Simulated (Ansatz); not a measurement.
# The perfect Al wire along [100], 9 atoms a period, part 2 of 2

Wanted: the relaxed geometry and the bands of the Al wire along [100], 9 atoms a period.

Ansatz 0.2.0; DFT PBE, plane waves, PAW; relaxation of a wire's period; PAW set soft_1 (the session's first sound run).

So far: Starting point; Relaxing the period.

**2. Relaxing the period (continued)**

Step by step:

```csv
step,energy less that of the first step (eV),largest force component (eV/Å),pressure (GPa),volume (Å³)
1,0.0000,0.3688,-1.36,474.72
2,-0.3855,0.1133,-0.20,451.61
3,-0.3877,0.1000,0.37,450.99
4,-0.3910,0.0992,0.01,449.30
5,-0.3965,0.0075,0.06,450.80
6*,-0.3954,0.0074,0.06,450.80
```

Relaxation steps marked * repeat the geometry before them on a plane-wave basis chosen anew for their cell, so energy and pressure can jump there.

Forces are held to the 16 operations that the run works with; a distortion that breaks them can't arise in this run.

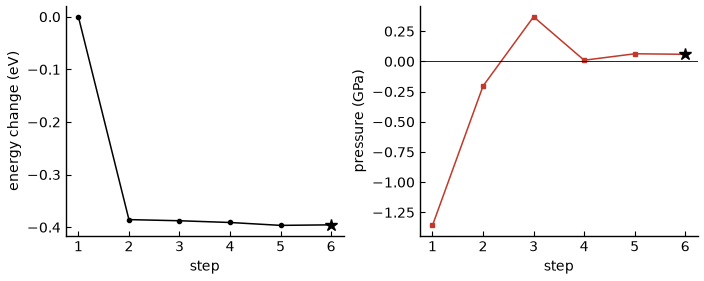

Energy and pressure along the relaxation. Stars mark steps on a basis chosen anew.

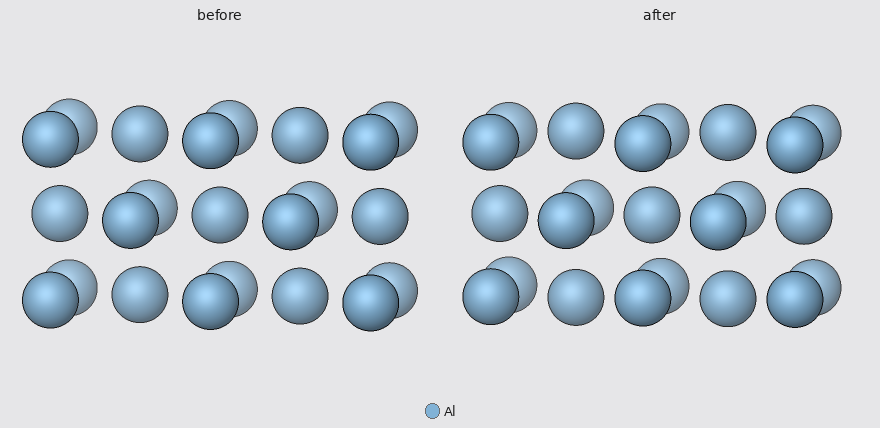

Before and after, at one scale.

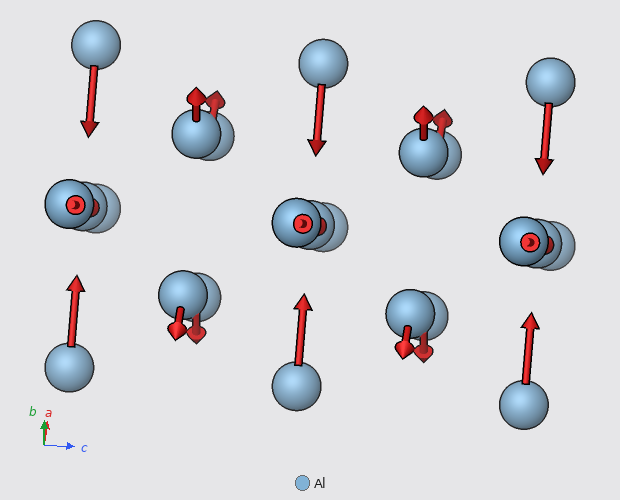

Displacements in the relaxation, exaggerated, measured against the changing cell; the longest in the cell stands for 0.11 Å. 1×1×2 cells are drawn. Some periodic images of atoms are drawn too.

```csv
cell as run,before,after,change
c (Å),4.040,3.836,-5.0 %
```

The atoms that moved most (Å, along periodic axes as changes of fractional coordinates times the final cell, across vacuum about the mean position):

```csv
atom,dx,dy,dz,length
Al1,0.079,0.079,0.000,0.112
Al2,0.079,-0.079,0.000,0.112
Al4,-0.079,0.079,0.000,0.112
Al5,-0.079,-0.079,0.000,0.112
Al7,0.000,-0.070,0.000,0.070
Al6,-0.070,0.000,0.000,0.070
Al8,0.000,0.070,0.000,0.070
Al9,0.070,0.000,0.000,0.070
```

Numbers from this step:

| Property | Result |
| --- | --- |
| energy at zero smearing | -4831.7762 eV |
| cell length along the wire | 3.836 Å |

The cell's length comes to 3.836 Å with spin left out.

**3. Bands of the perfect wire**

This step: DFT PBE, plane waves, PAW; bands of a perfect wire; PAW set soft_1 (Ansatz 0.2.0).

At the relaxed period the bands are computed along the axis; those that cross an energy going forward count the channels that a perfect wire would open there.

Input file input.yaml:

```yaml
crystal:
  lattice:
    - [10.84, 0.0, 0.0]
    - [0.0, 10.84, 0.0]
    - [0.0, 0.0, 3.8363782843]
  atoms:
    - { symbol: Al, position: [0.320927982, 0.320927982, 0.0] }
    - { symbol: Al, position: [0.320927982, 0.679072018, 0.0] }
    - { symbol: Al, position: [0.5, 0.5, 0.0] }
    - { symbol: Al, position: [0.679072018, 0.320927982, 0.0] }
    - { symbol: Al, position: [0.679072018, 0.679072018, 0.0] }
    - { symbol: Al, position: [0.307199665, 0.5, 0.5] }
    - { symbol: Al, position: [0.5, 0.307199665, 0.5] }
    - { symbol: Al, position: [0.5, 0.692800335, 0.5] }
    - { symbol: Al, position: [0.692800335, 0.5, 0.5] }
kpoints:
  mp_grid: { grid: [1, 1, 21] }
  band_path: { path: ["Γ", Z], npoints: 90 }
scf:
  occupations: { method: fermi_dirac, width: 0.05 }
hamiltonian:
  xc: pbe
  pseudopotentials: { kind: paw, azcp: { folder: soft_1 } }
output:
  dos: { e_range: [-5, 4] }
  write_potential: true
  write_density: true
  volumetric_format: npy
```

Command:

```sh
ansatz run input.yaml --threads 4 --pin off --max-ram 16384MiB --backend cpu --events-out ev --progress --plain --runs-dir out
```

Numbers of over 12 decimals in the logs are rounded to 6 here.

What it wrote:

```text
[...]
Crystal: 9 atoms, lattice volume = 450.796 Å³
Basis set: ecut = 420 eV, 8861 PW (Γ)
Bands: 23, of which v1, the nominal top of the filled ones, is band 14 counted from 1 (13 counted from 0)
Symmetry: 16 space group operations
[...]
k-points: 11 of 21
[...]
SCF iter   1: F=—  HF=-4834.354083 eV  |F-HF|=—  |Δ(HF+E_count)|=         —  Δρ=1.94e-2  dr2=1.28e1  ethr=3.10e-3  ⟨swp⟩=8.8  Hψ=1727  notcnv=0
[...]
SCF iter   7: F=-4831.776526 eV  HF=-4831.776526 eV  |F-HF|=1.29e-8  |Δ(HF+E_count)|=   3.11e-8  Δρ=2.39e-6  dr2=3.53e-8  ethr=3.70e-10  ⟨swp⟩=12.8  Hψ=1432  notcnv=0
SCF 1 converged in 7 iterations: F = -4831.776526 eV  dr2 = 3.53e-8
[...]
NSCF: frozen V_eff on 91 k-points
WARN: The output density's exchange-correlation potential varies sharply where the density is thin. Do not read a vacuum level from v_tot or v_xc, or from such a field of the output density. On a cell that repeats whose density bears no net charge and no dipole along the vacuum's axis use v_es (v_loc + v_h of the components); under efield.dipole_correction with no amplitude use v_es + v_field, which holds any externa [...]
SCF converged after 7 iterations
Free energy (F): -4831.776526 eV
[...]
Internal energy: -4831.741649 eV  (E = F + TS)
E sigma→0 (E₀):  -4831.759088 eV
Entropy (-TS):   -0.034877 eV (-3.875 meV/atom)
Fermi energy:    -0.099096 eV
[...]
--- Band table (eV; the first three rows and the last of 11) ---
  k-point 0: bands = [... 10 lower, -1.0322, 0.4489, 0.6583, 0.6600, 0.7645, 0.8545, 0.8545, 2.0243, ... 5 higher]
  k-point 1: bands = [... 10 lower, -1.3919, 0.4609, 0.5242, 0.5242, 0.6806, 0.7124, 1.1177, 2.0385, ... 5 higher]
  k-point 2: bands = [... 10 lower, -1.3386, -0.1240, -0.1240, 0.4898, 0.7426, 0.7519, 1.8830, 2.0673, ... 5 higher]
  k-point 10: bands = [... 10 lower, -1.9025, -1.6430, -0.5187, -0.5187, 0.3642, 0.3642, 0.9867, 0.9867, ... 5 higher]
```

The job ended after 7.3 s (4 threads of Arm Neoverse V2, shared host; peak memory 0.82 GiB; 29 s of CPU time).

Reading the cycles: dr2 is the Hartree energy of the density residual (eV), the measure of convergence; HF is the Harris–Foulkes estimate of the energy, which meets the free energy F at convergence.

Numbers from this step:

| Quantity | Value |
| --- | --- |
| energy at zero smearing | -4831.7591 eV |
| band gap | 0 eV |

The electronic bands at the labelled points (eV, zero at the Fermi level):

```csv
point,band 11,band 12,band 13,band 14,band 15,band 16,band 17,band 18
Γ,-0.93,0.55,0.76,0.76,0.86,0.95,0.95,2.12
Z,-1.89,-1.69,-0.39,-0.39,0.49,0.49,1.08,1.08
```

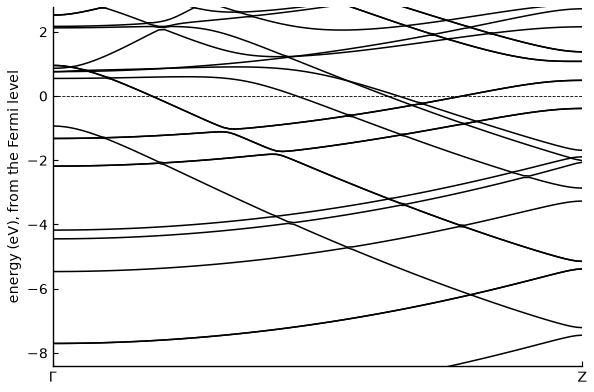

Electronic bands along the path.

Between Γ and Z the bands cross the Fermi level 7 times, so a perfect wire would conduct at least 7 G₀, with spin left out.

**4. Results**

| Item | Value |
| --- | --- |
| cell length, PBE | 3.836 Å |
| ballistic conductance by band crossings, a lower bound, PBE | 7 G₀ |

In words: Under PBE the cell's length is 3.84 Å, and the bands cross the Fermi level 7 times between Γ and Z, which gives a perfect wire at least 7 G₀ (opposite crossings within one step of the path cancel in such a count).

[Logs are printed without paths, hosts, clocks, repeated set-up lines and the standing remarks that a program may print on its own settings, such as how far it seeks lower states.]

[Hosts, paths, dates, database ids (printed as entryN), source tags and the programs' standing remarks are cut or masked in the printed files.]
